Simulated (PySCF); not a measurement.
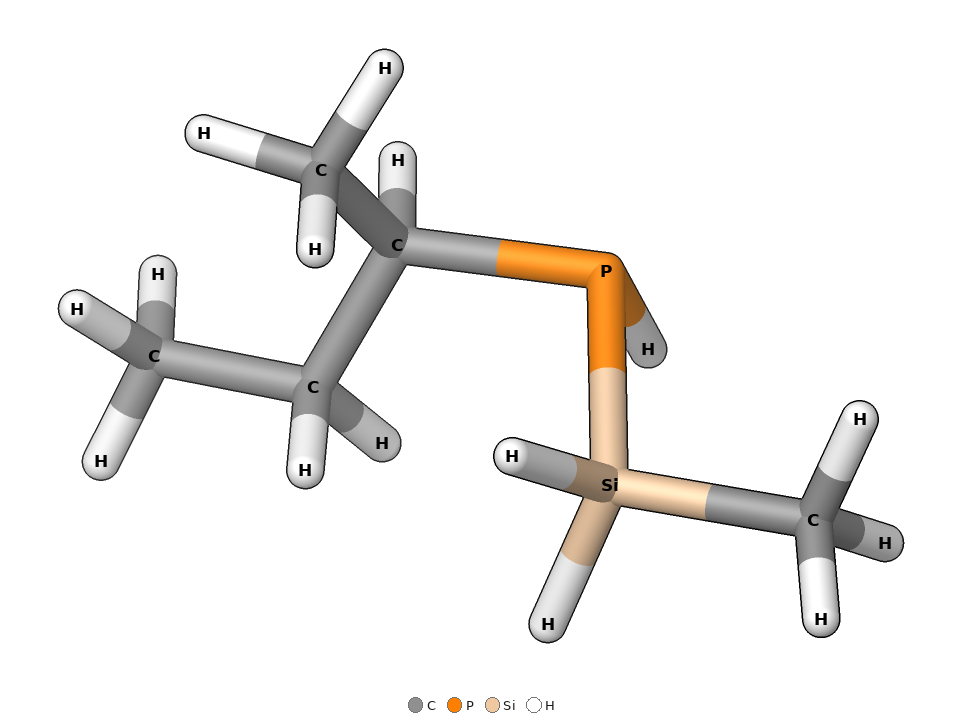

A stick model of a molecule. Every bond is drawn as one stick, whatever its order.

The computed structure is the end point of a PBE0-D3(BJ)/def2-SVP optimisation. No frequency run is at hand to confirm it as a minimum.

> Give the formula.

C5H15PSi, 22 atoms: 5 carbon, 15 hydrogen, 1 phosphorus and 1 silicon.

> Name functional groups in it.

Among them: Si–H bond.

The parts below concern this one geometry. Atoms keep their numbers from picture to picture.

### Geometry

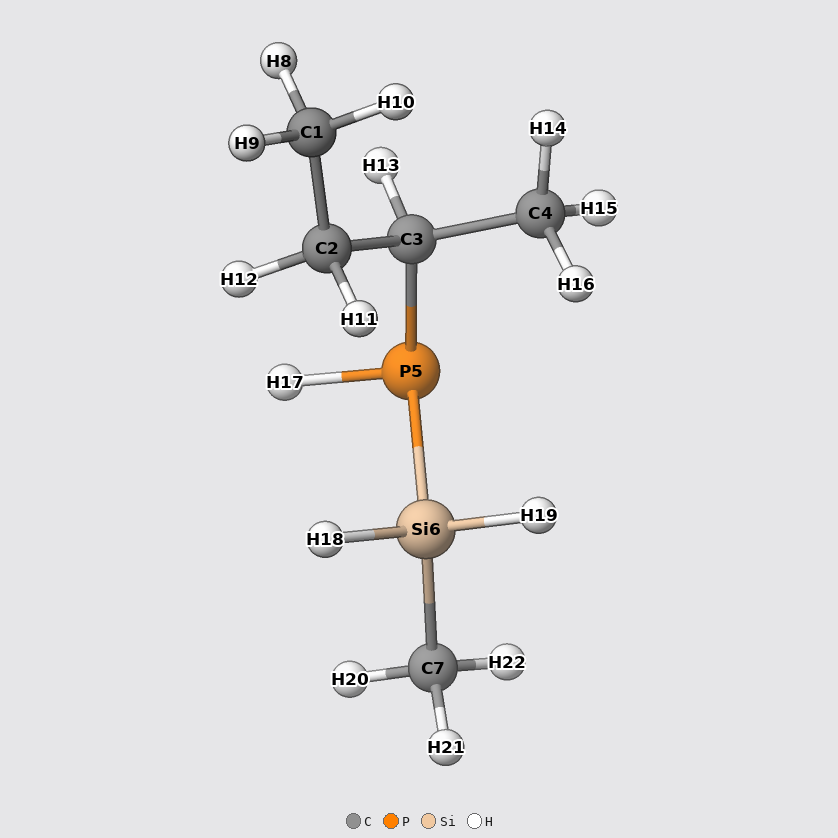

No frequency run is at hand to confirm it as a minimum.

> Describe the coordination of atom 4.

C4 has 4 neighbours (C3 at 1.53, H14 at 1.10, H15 at 1.10, H16 at 1.10 Å); the arrangement is tetrahedral.

> Describe the coordination of atom 7.

C7 has 4 neighbours (Si6 at 1.88, H20 at 1.10, H21 at 1.10, H22 at 1.10 Å); the arrangement is tetrahedral.

> What is the geometry at C1?

C1 has 4 neighbours (C2 at 1.52, H8 at 1.10, H9 at 1.10, H10 at 1.10 Å); the arrangement is tetrahedral.

> How are the neighbours of atom 6 arranged?

Si6 has 4 neighbours (P5 at 2.27, C7 at 1.88, H18 at 1.50, H19 at 1.50 Å); the arrangement is tetrahedral.

> What is the dihedral angle C3–P5–Si6–C7?

177° in size, that is anti.

### Polarisability

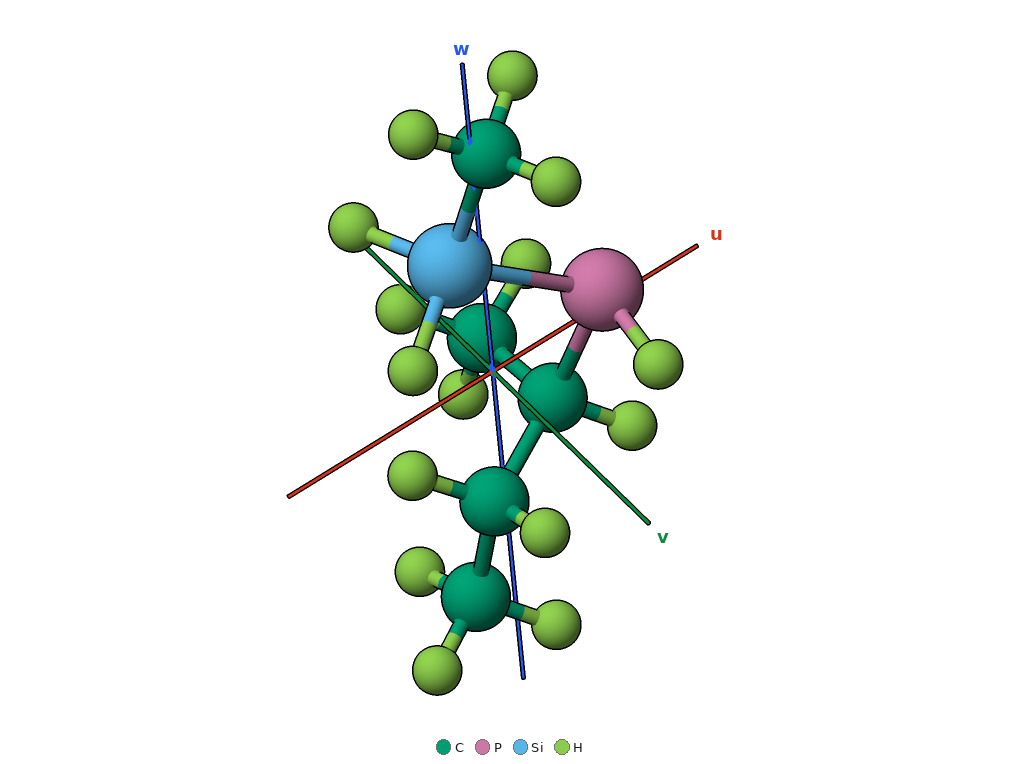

The lines u, v and w are the principal axes of the static dipole polarisability. No frequency run is at hand to confirm it as a minimum. Level of theory: CAM-B3LYP/def2-SVPD (PySCF 2.14.0).

> Along which axis is the molecule most polarisable, and along which least?

Most along w, least along v.

> Give the three principal values.

u 110.3, v 103.0, w 140.9 bohr³; mean 118.1, anisotropy 34.8 bohr³.

### Charges

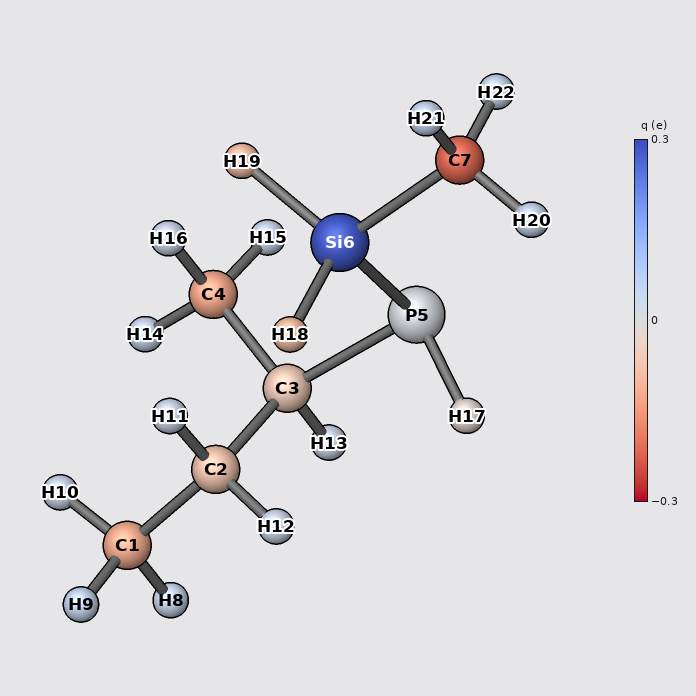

Atoms are coloured by their Hirshfeld charges. No frequency run is at hand to confirm it as a minimum. Method: PBE0/pcSseg-1, gas phase (PySCF 2.14.0).

> Which atom carries the highest charge (most positive or least negative)?

Si6 (0.28 e).

> And the lowest?

C7 (−0.21 e).

Give the Hirshfeld charges atom by atom.

```
atom  value (e)
  C1      −0.11
  C2      −0.07
  C3      −0.05
  C4      −0.12
  P5       0.01
 Si6       0.28
  C7      −0.21
  H8       0.04
  H9       0.04
 H10       0.04
 H11       0.03
 H12       0.03
 H13       0.03
 H14       0.04
 H15       0.04
 H16       0.03
 H17      −0.02
 H18      −0.08
 H19      −0.08
 H20       0.04
 H21       0.05
 H22       0.04
```

### NMR shielding

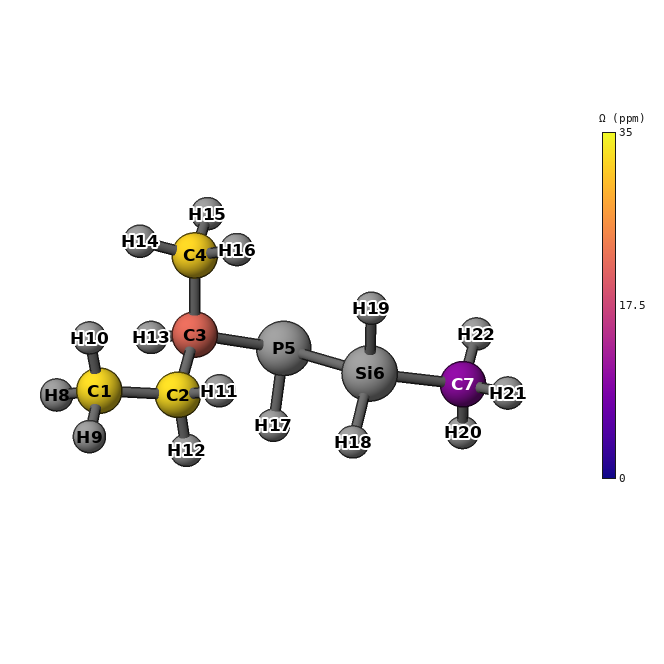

The C atoms are coloured by the span of their shielding tensor. No frequency run is at hand to confirm it as a minimum. Level of theory: GIAO CAM-B3LYP/pcSseg-1 NMR shielding, non-relativistic, gas phase (PySCF 2.14.0). Principal shieldings σ11 ≤ σ22 ≤ σ33, span Ω = σ33 − σ11, skew κ = 3(σiso − σ22)/Ω.

Give the shielding tensors of the C atoms.

```
atom    σ11    σ22    σ33   σiso     Ω      κ
  C1  151.9  165.6  184.4  167.3  32.5   0.16
  C2  129.7  140.2  162.3  144.1  32.6   0.36
  C3  144.4  151.1  166.4  154.0  22.0   0.40
  C4  151.2  163.1  183.1  165.8  31.9   0.25
  C7  184.4  191.9  194.9  190.4  10.5  −0.43
```

Shieldings and span in ppm.
